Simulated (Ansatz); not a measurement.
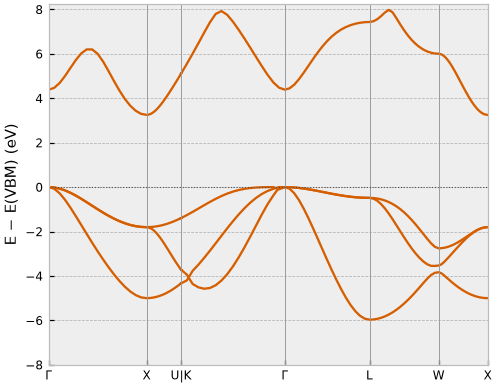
Band structure from LDA in the plane-wave PAW code Ansatz

Read off the gap and where the band edges lie.

About 3.3 eV (3.25 eV by a search for the band edges); maximum at Γ, minimum at X.

Which compound is it?
A) AlN, zinc blende
B) LiH, rock salt
C) RbCl, rock salt

A, AlN, zinc blende

Space group F-43m (zinc blende). Symmetry was held in the LDA relaxation; phonons on a q-mesh show no instability.

Potentials: the later of the program's two PAW sets.
